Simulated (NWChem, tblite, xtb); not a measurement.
A ladder of methods for C2H7AlSi (SMILES [CH2]1[AlH][CH2][SiH2]1)

The species is C2H7AlSi (11 atoms), meant as a singlet with charge 0. As SMILES, `[CH2]1[AlH][CH2][SiH2]1`. The shape is that of a PBE0-D4/def2-TZVP optimisation.

Each level gives the dipole moment (D). The values are calculated.

```csv
level,kind,program,value (D),CPU time
GFN2-xTB,semi-empirical,tblite,0.90,under 2 s
GFN1-xTB,semi-empirical,tblite,1.30,under 2 s
GFN0-xTB,semi-empirical,xtb,1.06,under 2 s
HF/STO-3G,Hartree–Fock,NWChem,1.39,4.8 s
HF/3-21G,Hartree–Fock,NWChem,0.88,4.5 s
HF/def2-SVP,Hartree–Fock,NWChem,0.90,20 s
B3LYP/6-31G* (spherical functions),global hybrid,NWChem,0.75,46 s
PBE0/def2-SVP,global hybrid,NWChem,0.81,27 s
```

The values span 0.75 to 1.39 D. Magnitudes only. Sets without polarisation functions give poor dipoles. Without the sets that lack polarisation functions the rows with a basis span only 0.75 to 0.90 D. CPU times are rough (shared hosts, several kinds of processor and program).

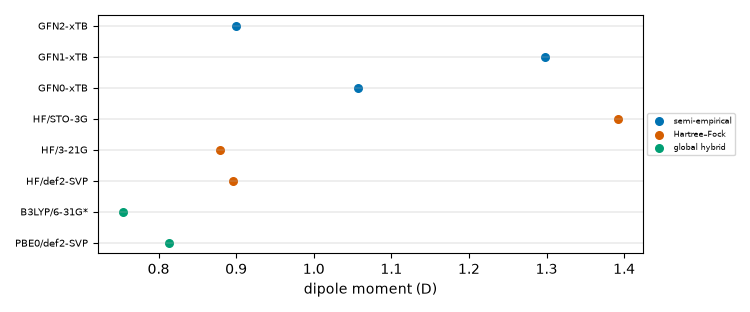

The values of the table, level by level.
